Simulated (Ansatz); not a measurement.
The compound is ZnSe (space group F-43m, No. 216), taken as the input geometry of an electronic-structure calculation (not necessarily at equilibrium).

```xyz
8
Lattice="5.6649 0.0000 0.0000 0.0000 5.6649 0.0000 0.0000 0.0000 5.6649" Properties=species:S:1:pos:R:3 pbc="T T T"
Zn    0.0000    0.0000    0.0000
Se    1.4162    1.4162    1.4162
Zn    0.0000    2.8324    2.8324
Se    1.4162    4.2486    4.2486
Zn    2.8324    0.0000    2.8324
Se    4.2486    1.4162    4.2486
Zn    2.8324    2.8324    0.0000
Se    4.2486    4.2486    1.4162
```

Bonds are taken as Se–Zn below 2.8 Å; no other contact counts. Simplification: prune 0- and 1-connected atoms, fold 2-connected ones into links.

What net does this leave?

The result is a uninodal 4-connected, three-periodic net: Zn and Se are 4-connected nodes. It is the dia net, known from diamond, zinc blende and cristobalite. It is a single net, without interpenetration.

```
     node  links  point symbol             coordination sequence
Zn and Se      4            6⁶  4 12 24 42 64 92 124 162 204 252
```

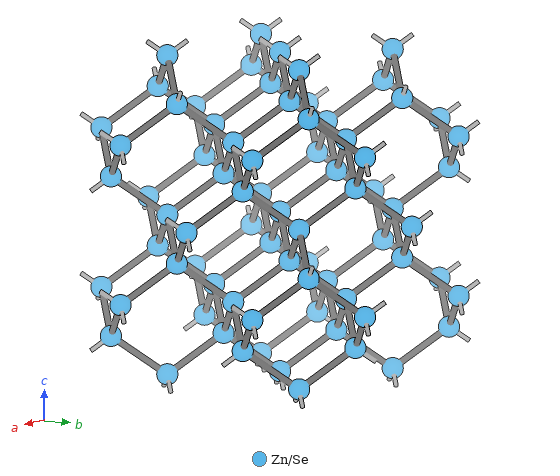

Nodes are coloured by topological kind. Short stubs are edges that leave the cut-out.
